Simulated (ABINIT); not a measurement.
# SiC (Moissanite): G0W0 with ABINIT, start to end, part 3 of 3

Aim: the G0W0 gap of SiC (Moissanite) on LDA, step by step.

ABINIT 10.8.3; LDA and many-body steps on it, plane waves. Known limits of the many-body steps: not at the basis limit; coarse k mesh.

So far. Step 3 (Bands along the symmetry lines): The gap is 2.222 eV, as in the run before at this level. Step 4 (Empty states on the mesh, 3×3×2 mesh, 43 bands): On this mesh the gap is 2.222 eV.

## (5) Screening, 3×3×2 mesh, 39 bands, screening to 108.8 eV

The RPA dielectric matrix is built and inverted for each q.

This step: RPA screening on LDA, plane waves, norm-conserving pseudopotentials.

File run.abi:

```
acell 3*1.0 Angstrom
rprim 
  3.075999999976 0.000000000005 0.000000000000
  -1.537999999993 2.663894142018 0.000000000000
  0.000000000000 0.000000000000 5.048000000000
ntypat 2
znucl 14 6
natom 4
typat 1 1 2 2
xred 
  0.333333333333 0.666666666667 0.000000000000
  0.666666666667 0.333333333333 0.500000000000
  0.333333333333 0.666666666667 0.385000000000
  0.666666666667 0.333333333333 0.885000000000
pp_dirpath "pseudos"
pseudos "Si.upf, C.upf"
ecut 37
ngkpt 3 3 2
nshiftk 1
shiftk 0 0 0
kptopt 1
chksymbreak 0
istwfk *1
occopt 1
irdwfk 1
optdriver 3
nband 39
ecuteps 4
inclvkb 2
awtr 1
symchi 1
indata_prefix "in"
outdata_prefix "out"
tmpdata_prefix "tmp"
```

Command:

```console
OMP_NUM_THREADS=1 mpirun -n 4 abinit run.abi > log
```

Numbers of over 12 decimals in the logs are rounded to 6 here.

Log:

```text
.Version 10.8.3 of ABINIT. v10.8.2 released Aug 2026.

 Symmetries : space group P6_3 m c (#186); Bravais hP (primitive hexag.)
[... echo of the input left out ...]
== DATASET  1 ==================================================================
-   mpi_nproc: 4, omp_nthreads: 1 (-1 if OMP is not activated)

--- !DatasetInfo
iteration_state: {dtset: 1, }
dimensions: {natom: 4, nkpt: 6, mband: 39, nsppol: 1, nspinor: 1, nspden: 1, mpw: 3018, }
cutoff_energies: {ecut:  37.0, pawecutdg:  -1.0, }
electrons: {nelect:   1.60000000E+01, charge:   0.00000000E+00, occopt:   1.00000000E+00, tsmear:   1.00000000E-02, }

 SCREENING: Calculation of the susceptibility and dielectric matrices

 Based on a program developped by R.W. Godby, V. Olevano, G. Onida, and L. Reining.
 Incorporated in ABINIT by V. Olevano, G.-M. Rignanese, and M. Torrent.
.Using double precision arithmetic ; gwpc =  8

[... cell and pseudopotentials left out ...]
--------------------------------------------------------------------------------

 ==== K-mesh for the wavefunctions ====
 Number of points in the irreducible wedge :     6
[... list of points left out ...]
 Together with 12 symmetry operations and time-reversal symmetry
 yields    18 points in the full Brillouin Zone.

 ==== Q-mesh for the screening function ====
 Number of points in the irreducible wedge :     6
[... list of points left out ...]
 Together with 12 symmetry operations and time-reversal symmetry
 yields    18 points in the full Brillouin Zone.

 setmesh: FFT mesh size selected  =    20x   20x   36
          total number of points  =        14400

 vcoul_init : cutoff-mode = AUXILIARY_FUNCTION
 q-points for optical limit:   1
     1)      0.000010    0.000020    0.000030

- screening: taking advantage of time-reversal symmetry
- Maximum band index for partially occupied states nbvw = 8
- Remaining bands to be divided among processors   nbcw = 31
- Number of bands treated by each node ~7

 Number of electrons calculated from density =   16.0000; Expected =   16.0000
 average of density, n =  0.057319
 r_s =    1.6089
 omega_plasma =   23.0944 [eV]

 calculating chi0 at frequencies [eV] :
  1    0.000000E+00    0.000000E+00
  2    0.000000E+00    2.309436E+01

--------------------------------------------------------------------------------
  q-point number  1        q = ( 0.000000, 0.000000, 0.000000) [r.l.u.]
--------------------------------------------------------------------------------
[... chi0 elements left out ...]
 For q-point:  0.000010 0.000020 0.000030
  dielectric constant =   8.7893
  dielectric constant without local fields =   9.6162

  Average fulfillment of the sum rule on Im[epsilon] for q-point    1 :     55.37  [%]
[... wings left out ...]
  q-point number  2        q = ( 0.333333, 0.000000, 0.000000) [r.l.u.]
--------------------------------------------------------------------------------
[... chi0 elements left out ...]
  Average fulfillment of the sum rule on Im[epsilon] for q-point    2 :     66.48  [%]

 [... 4 further q-points ...]
```

It took 2.9 s on 4 MPI ranks of Intel Xeon Platinum 8559C (Emerald Rapids), shared host; peak memory 0.11 GiB.

This step gave:

```
ε∞ with local fields, on this mesh, along the program's q direction : 8.789
the same without local fields                                       : 9.616
plasma frequency                                                    : 23.09 eV
plane waves in the screening matrix                                 : 111
```

Local fields lower ε∞ by 9 %. On a Γ-centred mesh this coarse the value itself is usually too large, while a short band sum pulls it down.

## (6) Self-energy, 3×3×2 mesh, 39 bands, screening to 108.8 eV

The self-energy is evaluated for the states that the input lists, and the levels follow from it, in one-shot runs by the linearised quasiparticle equation.

This step: G0W0 on LDA, plane waves, norm-conserving pseudopotentials.

Changes to run.abi since step 5:

```diff
@@ -25,8 +25,19 @@
 irdwfk 1
-optdriver 3
+optdriver 4
 nband 39
+gwcalctyp 0
+ecutsigx 37
+symsigma 1
+nkptgw 3
+kptgw 
+  0.0000000000 0.0000000000 0.0000000000
+  0.3333333333 0.3333333333 0.0000000000
+  0.3333333333 0.0000000000 0.0000000000
+bdgw 
+  6 10
+  7 10
+  7 10
 ecuteps 4
-inclvkb 2
-awtr 1
-symchi 1
+irdscr 1
+ppmodel 1
 indata_prefix "in"
```

Log:

```text
.Version 10.8.3 of ABINIT. v10.8.2 released Aug 2026.

 Symmetries : space group P6_3 m c (#186); Bravais hP (primitive hexag.)
[... echo of the input left out ...]
== DATASET  1 ==================================================================
-   mpi_nproc: 4, omp_nthreads: 1 (-1 if OMP is not activated)

--- !DatasetInfo
iteration_state: {dtset: 1, }
dimensions: {natom: 4, nkpt: 6, mband: 39, nsppol: 1, nspinor: 1, nspden: 1, mpw: 3018, }
cutoff_energies: {ecut:  37.0, pawecutdg:  -1.0, }
electrons: {nelect:   1.60000000E+01, charge:   0.00000000E+00, occopt:   1.00000000E+00, tsmear:   1.00000000E-02, }

 SIGMA: Calculation of the GW corrections

 Based on a program developped by R.W. Godby, V. Olevano, G. Onida, and L. Reining.
 Incorporated in ABINIT by V. Olevano, G.-M. Rignanese, and M. Torrent.
.Using double precision arithmetic ; gwpc =  8

[... cell and pseudopotentials left out ...]
--------------------------------------------------------------------------------

 ==== K-mesh for the wavefunctions ====
 Number of points in the irreducible wedge :     6
[... list of points left out ...]
 Together with 12 symmetry operations and time-reversal symmetry
 yields    18 points in the full Brillouin Zone.

 ==== Q-mesh for screening function ====
 Number of points in the irreducible wedge :     6
[... list of points left out ...]
 Together with 12 symmetry operations and time-reversal symmetry
 yields    18 points in the full Brillouin Zone.

 vcoul_init : cutoff-mode = AUXILIARY_FUNCTION
 q-points for optical limit:   1
     1)      0.000010    0.000020    0.000030
 setmesh: FFT mesh size selected  =    27x   27x   54
          total number of points  =        39366

 Number of electrons calculated from density =   16.0000; Expected =   16.0000
 average of density, n =  0.057319
 r_s =    1.6089
 omega_plasma =   23.0944 [eV]

 === KS Band Gaps ===
  >>>> For spin  1
   Minimum direct gap =   4.3111 [eV], located at k-point      :   0.3333  0.0000  0.0000
   Fundamental gap    =   2.2220 [eV], Top of valence bands at :   0.0000  0.0000  0.0000
                                       Bottom of conduction at :   0.3333  0.3333  0.0000
 SIGMA fundamental parameters:
 PLASMON POLE MODEL  1
 number of plane-waves for SigmaX                 2997
 number of plane-waves for SigmaC and W            111
 number of plane-waves for wavefunctions          2997
 number of bands                                    39
 number of independent spin polarizations            1
 number of spinorial components                      1
 number of k-points in IBZ                           6
 number of q-points in IBZ                           6
 number of symmetry operations                      12
 number of k-points in BZ                           18
 number of q-points in BZ                           18
 number of frequencies for dSigma/dE                 9
 frequency step for dSigma/dE [eV]                0.25
 number of omega for Sigma on real axis              0
 max omega for Sigma on real axis  [eV]           0.00
 zcut for avoiding poles [eV]                     0.10

 EPSILON^-1 parameters (SCR file):
 dimension of the eps^-1 matrix on file            111
 dimension of the eps^-1 matrix used               111
 number of plane-waves for wavefunctions          2997
 number of bands                                    39
 number of q-points in IBZ                           6
 number of frequencies                               2
 number of real frequencies                          1
 number of imag frequencies                          1

 matrix elements of self-energy operator (all in [eV])

 Perturbative Calculation

--- !SelfEnergy_ee
iteration_state: {dtset: 1, }
kpoint     : [   0.000,    0.000,    0.000, ]
spin       : 1
KS_gap     :    4.582
QP_gap     :    5.343
Delta_QP_KS:    0.761
data: !SigmaeeData |
     Band     E0 <VxcDFT>   SigX SigC(E0)      Z dSigC/dE  Sig(E)    E-E0       E
        6   7.133 -14.990 -17.767   3.064   0.800  -0.250 -14.760   0.229   7.362
        7   7.133 -14.990 -17.767   3.064   0.800  -0.250 -14.760   0.229   7.362
        8   7.406 -14.790 -16.951   2.583   0.802  -0.247 -14.452   0.338   7.744
        9  11.988 -12.231  -6.614  -4.259   0.810  -0.234 -11.131   1.099  13.088
       10  13.440 -12.726  -6.990  -4.444   0.801  -0.248 -11.691   1.035  14.475

--- !SelfEnergy_ee
iteration_state: {dtset: 1, }
kpoint     : [   0.333,    0.333,    0.000, ]
spin       : 1
KS_gap     :    6.273
QP_gap     :    7.310
Delta_QP_KS:    1.037
data: !SigmaeeData |
     Band     E0 <VxcDFT>   SigX SigC(E0)      Z dSigC/dE  Sig(E)    E-E0       E
        7   3.355 -12.968 -16.502   3.364   0.796  -0.256 -13.104  -0.136   3.219
        8   3.355 -12.968 -16.502   3.364   0.796  -0.256 -13.104  -0.136   3.219
        9   9.628 -10.035  -5.275  -3.676   0.831  -0.204  -9.134   0.901  10.529
       10  15.267 -12.414  -6.320  -4.332   0.805  -0.241 -10.995   1.419  16.686

--- !SelfEnergy_ee
iteration_state: {dtset: 1, }
kpoint     : [   0.333,    0.000,    0.000, ]
spin       : 1
KS_gap     :    4.311
QP_gap     :    5.240
Delta_QP_KS:    0.929
data: !SigmaeeData |
     Band     E0 <VxcDFT>   SigX SigC(E0)      Z dSigC/dE  Sig(E)    E-E0       E
        7   5.627 -13.630 -16.244   2.724   0.801  -0.248 -13.542   0.088   5.715
        8   6.203 -14.579 -17.688   3.204   0.797  -0.254 -14.503   0.076   6.278
        9  10.514 -10.835  -5.676  -3.940   0.824  -0.213  -9.831   1.005  11.518
       10  12.172 -11.492  -6.132  -3.962   0.817  -0.223 -10.349   1.143  13.315

== END DATASET(S) ==============================================================
================================================================================

 -outvars: echo values of variables after computation  --------
           etotal      0.0000000000E+00
            nband          39
             nkpt           6
          spgroup         186
 [... the other variables as echoed above ...]

 Calculation completed.
```

The job ended after 2.9 s (4 MPI ranks; peak memory 0.1 GiB).

This step gave:

```
G0W0 gap on the points computed              : 2.785 eV
starting gap on the mesh                     : 2.222 eV
k of the valence top                         : 0, 0, 0
k of the conduction bottom                   : 0.3333, 0.3333, 0
Z at the valence top                         : 0.802
Z at the conduction bottom                   : 0.831
least direct G0W0 gap on the computed points : 5.240 eV
```

The gap on the mesh goes from 2.22 eV to 2.79 eV, a correction of +0.56 eV.

Limits: finite bands, cutoff and mesh; coarse k mesh. v1 is the top filled band, c1 the lowest empty one. The levels before and after the correction (eV, zero at the valence-band top of each column):

```
           conduction bottom  valence top
Kohn-Sham               2.22         0.00
     G0W0               2.79         0.00
```

```
                           level  energy (eV)
Kohn-Sham                Γ v3-v2       -0.273
Kohn-Sham                   Γ v1        0.000
Kohn-Sham                   Γ c1        4.582
Kohn-Sham                   Γ c2        6.034
Kohn-Sham  (0.333 0.333 0) v2-v1       -4.051
Kohn-Sham     (0.333 0.333 0) c1        2.222
Kohn-Sham     (0.333 0.333 0) c2        7.861
     G0W0                Γ v3-v2       -0.382
     G0W0                   Γ v1        0.000
     G0W0                   Γ c1        5.344
     G0W0                   Γ c2        6.731
     G0W0  (0.333 0.333 0) v2-v1       -4.525
     G0W0     (0.333 0.333 0) c1        2.785
     G0W0     (0.333 0.333 0) c2        8.942
```

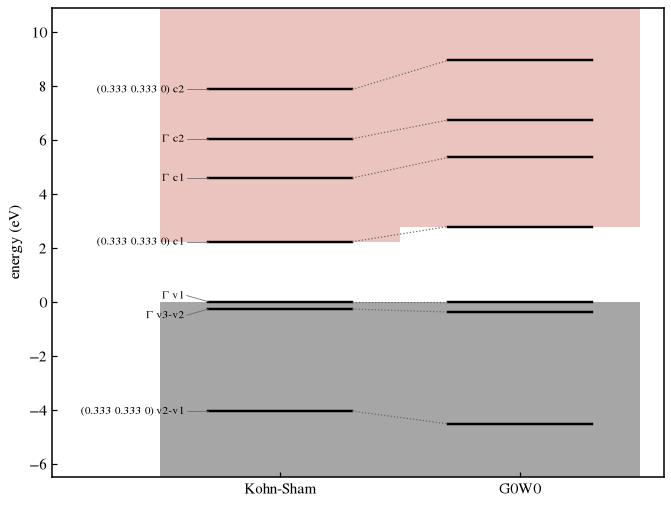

Levels before and after the correction. Shaded: valence and conduction bands.

## (7) Where the time went

Times are wall times on 4 MPI ranks of Intel Xeon Platinum 8559C (Emerald Rapids), shared host, good to a factor of about two.

```
                          step   time  share  memory (GiB)
                  ground state    7 s   24 %          0.31
bands along the symmetry lines   11 s   38 %          0.32
      empty states on the mesh  5.2 s   18 %          0.28
                     screening  2.9 s   10 %          0.11
                   self-energy  2.9 s   10 %           0.1
```

## (8) Summary of results

```
LDA gap              : 2.22 eV, indirect
G0W0 gap on the mesh : 2.79 eV
GW settings          : 3×3×2 mesh, 39 bands, screening to 108.8 eV, Godby-Needs plasmon pole
known limits         : not at the basis limit; coarse k mesh
```

G0W0 moves the gap on the mesh from 2.22 eV to 2.79 eV (+0.56 eV), with Z of 0.80 and 0.83 at the edges. Local fields lower the RPA ε∞ on this mesh from 9.62 to 8.79; a Γ-centred mesh this coarse tends to raise both, most where the direct gap is narrow, while a short band sum lowers them. Only 3 of the mesh's irreducible points were corrected, so a valley elsewhere could overtake. The dearest step here is «bands along the symmetry lines». Against experiment, by G0W0@LDA: the gap of 2.79 eV lies −0.54 eV from the measured 3.33 eV (kind not stated, quoted 2020). The calculation has static nuclei and no excitons; a measured gap holds zero-point and thermal motion, which mostly lowers it. Bands and cutoff are finite, so the gap is not at the basis limit. The miss can reach some tenths of an eV and take either sign; the mesh is an error of its own. In the G0W0 run levels were corrected at 3 k points alone, so a gap called «on the mesh» is the least over those, and an edge elsewhere would be missed. The 3×3×2 mesh is coarse for this cell, which bears on the long-range parts of exchange and screening.

[Paths, hosts, dates, memory and timing lines, banners, echoed tables and standing remarks are left out of the program output.]

[Logs are printed without paths, hosts, clocks, repeated set-up lines and the standing remarks that a program may print on its own settings, such as how far it seeks lower states.]

[Runs of the session that timed out or met a known fault of the program may be left out.]

[Hosts, paths, dates, database ids (printed as entryN), source tags and the programs' standing remarks are cut or masked in the printed files.]

[G0W0 gaps are taken among the corrected bands and points alone; a level outside them can change the order at an edge.]

[Where Ansatz stands beside ABINIT at settings called matched, ABINIT's density can come from a denser mesh and the files from another edition; pairs whose starting gaps differed by over 0.03 eV were left out, so agreement reads better than it is.]
